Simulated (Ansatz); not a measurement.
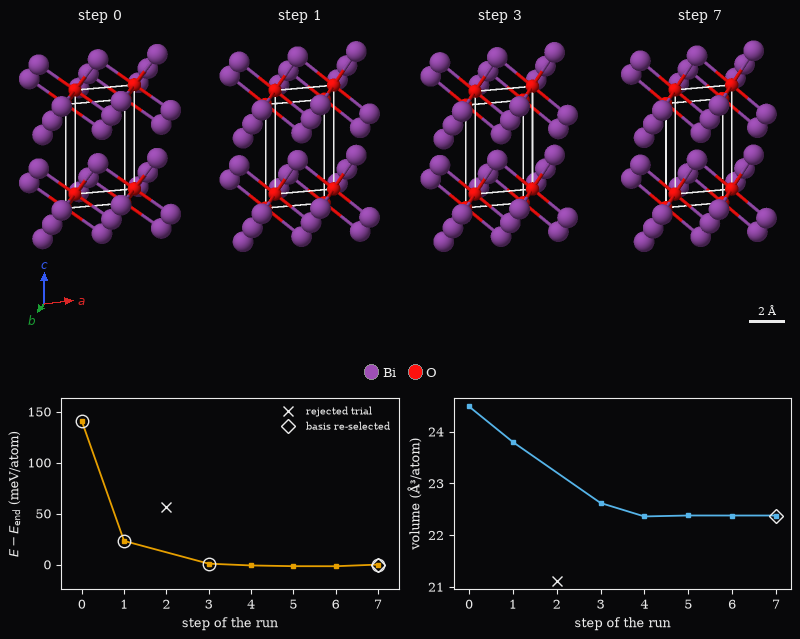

Frames of a relaxation of crystalline Bi₂O (a generated structure, set up in P-3m1) (coarse preliminary run), marked on the history of the run. A ball-and-stick model of the cell of the calculation, seen from a free direction.

Level of theory: DFT PBE, scalar-relativistic, plane waves, PAW (Ansatz).

Input file:
```yaml
crystal:
  lattice:
    - [3.70000156, 0.0, 0.0]
    - [-1.85000078, 3.20429534, 0.0]
    - [0.0, 0.0, 6.19635917]
  atoms:
    - { symbol: Bi, position: [0.33333333, 0.66666667, 0.23212694] }
    - { symbol: Bi, position: [0.66666667, 0.33333333, 0.76787306] }
    - { symbol: O, position: [0.0, 0.0, 0.0] }
basis:
  ecutwfc: 420
kpoints:
  mp_grid: { grid: [6, 6, 4] }
hamiltonian:
  xc: pbe
scf:
  occupations: { method: gaussian, width: 0.1 }
  lower_state_search: "off"
output:
  forces: true
  stress: true
  eigenvalues: true
relax:
  adjacent_minimum: "off"
  f_tol: 0.04
  max_steps: 70
  cell: { stress_tol: 0.4 }
```

Launched with:
```bash
ansatz run input.yaml --threads 1 --pin off --max-ram 2560MiB --backend cpu --events-out ev --progress --plain --runs-dir out
```

Q: What happens along the run?

A: The largest moves relative to the cell, 0.23 Å, are those of Bi1 and Bi2. Bi1 goes along +c. O stays in place. The drawn cell changes as follows: a = b 3.700 → 3.534 Å (−4.5 %), c 6.196 → 6.207 Å (+0.2 %); the volume changes by −8.6 %. Near-neighbour distances that change, for instance: Bi1–O3 2.575 → 2.634 Å. Bond angles that change, for instance: Bi1–O3–Bi1 91.8° → 84.3°, O3–Bi1–O3 91.8° → 84.3°, Bi1–O3–Bi2 88.2° → 95.7°. The space group stays P-3m1 (No. 164). After 5 accepted moves (7 points after the start) the energy has fallen by 141 meV per atom. The largest force component goes from 1.3 to 0.0097 eV/Å. Pressure: −0.82 GPa at the start and −0.08 GPa at the end. The line search rejected the trial step at point 2 of the run. At 1 point the geometry stayed and the basis and grid were re-selected for the new cell (energy shift of 1.6 meV per atom at most each time). Cost: 30 s on 1 thread of Intel(R) Xeon(R) Processor @ 2.70GHz, on a shared host, peak memory 0.38 GiB. From step 0 to 1: Bi atoms move most (0.19 Å), volume −2.8 %, energy −118 meV per atom. From step 1 to 3: Bi atoms move most (0.03 Å), volume −5.0 %, energy −22.3 meV per atom. From step 3 to 7: volume −1.1 %, energy −0.9 meV per atom.
